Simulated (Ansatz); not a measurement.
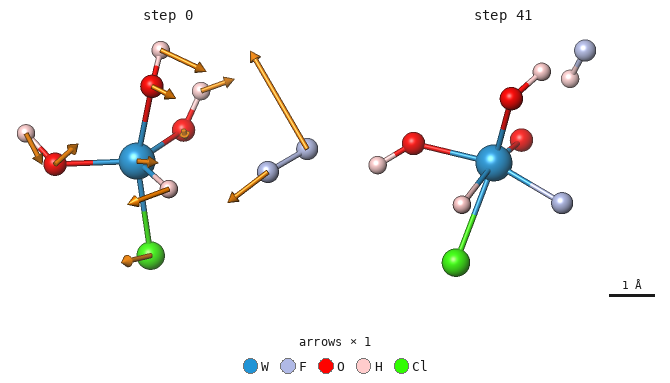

The structure of WH₄O₃ClF₂ (multiplicity 2) before (left) and after (right) a relaxation, at one scale. The orange arrows give the displacements, at their true length.

The picture is a ball-and-stick view, seen face on.

The run prepares an end point of a later path (reaction) calculation, from a guessed geometry.

Computed with Ansatz 0.2.0, UKS PBE/def2-SVP.

Input file:
```yaml
crystal:
  periodic: [false, false, false]
  atoms:
    - { symbol: W, position_ang: [-0.070738, 0.039264, -0.396516] }
    - { symbol: F, position_ang: [-0.073133, 0.350878, 2.638375] }
    - { symbol: O, position_ang: [1.832916, 0.002995, -0.008562] }
    - { symbol: H, position_ang: [2.331686, -0.83628, 0.099371] }
    - { symbol: H, position_ang: [-0.011259, 1.481696, 0.515558] }
    - { symbol: Cl, position_ang: [-2.394388, 0.194467, -0.125533] }
    - { symbol: O, position_ang: [-0.128153, -1.678626, 0.450428] }
    - { symbol: H, position_ang: [0.71237, -2.007504, 0.83244] }
    - { symbol: O, position_ang: [-0.013352, 0.443401, -2.217666] }
    - { symbol: H, position_ang: [0.551623, 0.061012, -2.917435] }
    - { symbol: F, position_ang: [-0.001072, -0.707904, 3.405039] }
magnetization:
  spin_polarized: true
  initial_magnetization: 1
basis:
  gaussian: { orbitals: def2-SVP }
hamiltonian:
  xc: pbe
relax:
  f_tol: 0.03
  max_steps: 50
output:
  orbitals: {}
```

Launched with:
```bash
ansatz run input.yaml --threads 4 --pin off --max-ram 5120MiB --backend cpu --events-out ev --progress --plain --runs-dir out
```

> What changed between the two?

The energy falls by 132.9 kcal/mol in 39 accepted moves (41 points after the start). The largest force component goes from 4.1 to 0.024 eV/Å. The line search rejected the trial steps at points 37, 40 of the run. F11 moves most after the best rigid fit: 2.65 Å. Largest moves by element: F 2.65 Å, H 1.18 Å, Cl 1.07 Å, O 0.84 Å, W 0.51 Å. Some distances before and after: F2–F11 1.309 → 3.712 Å, H8–F11 2.969 → 0.955 Å, W1–F2 3.051 → 1.890 Å, O7–H8 0.980 → 1.795 Å. New bonds form, among them: H8–F11 (2.97 → 0.96 Å), W1–F2 (3.05 → 1.89 Å). Bonds break, among them: F2–F11 (1.31 → 3.71 Å), O7–H8 (0.98 → 1.80 Å). Among the angles between lasting bonds that change: H5–W1–O7 121.5° → 172.1°, O7–W1–O9 128.8° → 100.7°, H5–W1–O9 109.7° → 82.7°.

Limits of the set-up: the start holds two separate molecules, 2.4 Å apart at their closest, whose relative position is a soft coordinate and is computed without a dispersion correction.
